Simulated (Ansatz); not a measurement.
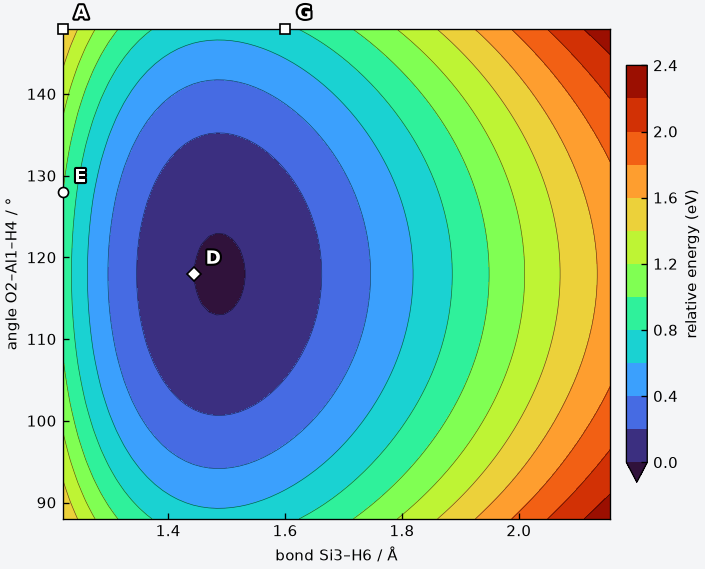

AlH5OSi, SMILES [AlH2][O][SiH3]. Two internal coordinates are moved rigidly from the geometry relaxed at PBE0-D4/def2-TZVP, all others fixed. Coordinates scanned: (1) bond Si3–H6; (2) angle O2–Al1–H4. The grid has 7 × 7 points. Points are written as (first, second). Energies are in eV, from the lowest grid point. Computed with RKS r2SCAN-D4/def2-TZVPP in Ansatz.

The picture shows filled contours, lettered points. Between grid points the surface is interpolated.

Question: Rank the lettered points by energy, lowest first.

Answer: D (0.00 eV), G (0.76 eV), E (1.01 eV), A (1.62 eV).
